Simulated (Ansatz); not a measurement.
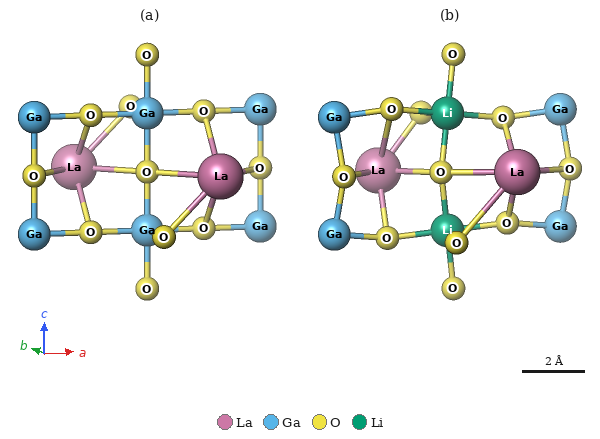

Left: perfect LaGaO$_{3}$. Right: the same region with a pair of point defects, after relaxing the atoms in a supercell of 40 sites. Style: ball-and-stick. Shown: the atoms within 4.6 Å of one point, in a slice 3.4 Å thick across the line of sight, slightly off an axis.

The calculation used DFT, PBEsol, PAW, plane waves (Ansatz 0.2.0). (plane-wave cutoff 420 eV; k-point mesh 1 × 1 × 1; mesh shifted by (0.25, 0.25, 0.25); collinear spin) Fermi-Dirac smearing of 0.01 eV. The axes drawn are those of the host's conventional cell.

What kind of defect was made?

Two gallium atoms are replaced by lithium, the two sites 3.9 Å apart.

The charge state of the cell is 0.

How does the lattice respond?

One site: in the host the Ga atom has 6 O at 1.93 Å; the Li atom ends with 6 O at 1.95 to 2.02 Å. The other site: in the host the Ga atom has 6 O at 1.93 Å; the Li atom ends with 6 O at 1.98 to 2.00 Å. Of the host's atoms, an oxygen atom moves furthest from its site, by 0.45 Å. The cell's net moment is 4.00 μB.

Limits of the set-up: the periodic images lie only 7.7 Å apart, so the values are limited by the cell's size.
